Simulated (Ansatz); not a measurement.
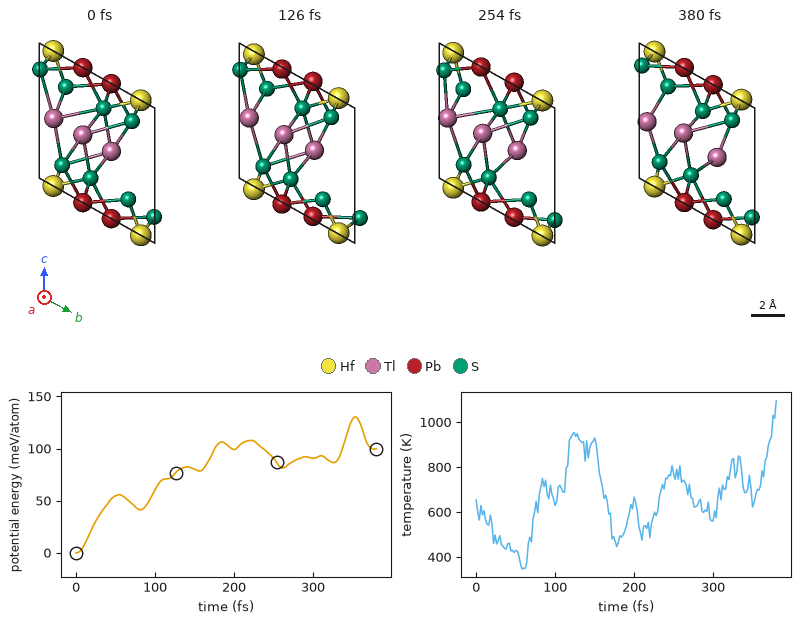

Molecular dynamics of HfTl$_{2}$PbS$_{4}$ with a Tl vacancy (15 atoms in the cell, charge -1), 380 fs long. Frames and the history of the run. The picture is a ball-and-stick view of the reduced simulation cell, seen along the a axis. Bonds to atoms that aren't drawn are left out. Lengths and directions refer to the drawn axes.

Computed with DFT PBE, scalar-relativistic, plane waves, PAW (Ansatz 0.2.0). Settings: plane-wave cutoff 420 eV; k-point mesh 2 × 2 × 2; Fermi-Dirac smearing 0.05 eV; Langevin thermostat (NVT); set temperature 700 K; time step 2 fs; friction 0.01 per fs.

Input
```yaml
crystal:
  lattice:
    - [7.73475, -4.11275, 0.0]
    - [7.73475, 4.11275, 0.0]
    - [-2.213982, 0.0, 6.334541]
  atoms:
    - { symbol: Hf, position: [0.87911, 0.12089, 0.25] }
    - { symbol: Hf, position: [0.12089, 0.87911, 0.75] }
    - { symbol: Tl, position: [0.87475, 0.62371, 0.23053] }
    - { symbol: Tl, position: [0.12525, 0.37629, 0.76947] }
    - { symbol: Tl, position: [0.62371, 0.87475, 0.73053] }
    - { symbol: Pb, position: [0.37679, 0.62321, 0.25] }
    - { symbol: Pb, position: [0.62321, 0.37679, 0.75] }
    - { symbol: S, position: [0.9939, 0.1977, 0.0028] }
    - { symbol: S, position: [0.8023, 0.0061, 0.4972] }
    - { symbol: S, position: [0.0061, 0.8023, 0.9972] }
    - { symbol: S, position: [0.1977, 0.9939, 0.5028] }
    - { symbol: S, position: [0.7704, 0.4434, 0.4638] }
    - { symbol: S, position: [0.5566, 0.2296, 0.0362] }
    - { symbol: S, position: [0.2296, 0.5566, 0.5362] }
    - { symbol: S, position: [0.4434, 0.7704, 0.9638] }
total_charge: -1
basis:
  ecutwfc: 420.0
kpoints:
  mp_grid: { grid: [2, 2, 2] }
hamiltonian:
  xc: pbe
scf:
  occupations: { method: fermi_dirac, width: 0.05 }
  lower_state_search: "off"
  convergence: { dr2_threshold: 0.01 }
md:
  timestep: 2
  n_steps: 190
  ensemble: nvt_langevin
  temperature: 700.0
  initial_velocities: maxwell_boltzmann
  seed: 222340
  friction: 0.01
```

Launched with:
```bash
ansatz run input.yaml --threads 2 --pin off --max-ram 5120MiB --backend cpu --events-out ev --progress --plain --runs-dir out
```

What happens in this trajectory?

Answer. Over the second half the temperature averages 695 K (spread ±116 K). The potential energy in the second half lies on average 98.8 meV per atom above the first frame. In the second half of the run the atoms are, in the root-mean-square, this far from where they began (common drift taken out): Tl 0.38 Å, Pb 0.32 Å, S 0.25 Å, Hf 0.15 Å. That is small against the typical shortest distance between atoms in the first frame, about 2.6 Å: the atoms vibrate about their sites and the arrangement holds. The self-consistency threshold is loose, so the forces are noisy.

Limits of the set-up: the periodic images lie only 6.7 Å apart, so the values are limited by the cell's size; the cell is charged, on a uniform background, and energies carry no finite-size correction.

Cost: 13 min on 2 threads of Intel(R) Xeon(R) Platinum 8259CL CPU @ 2.50GHz (Skylake/Cascade Lake) (shared host), peak memory 1.2 GiB.
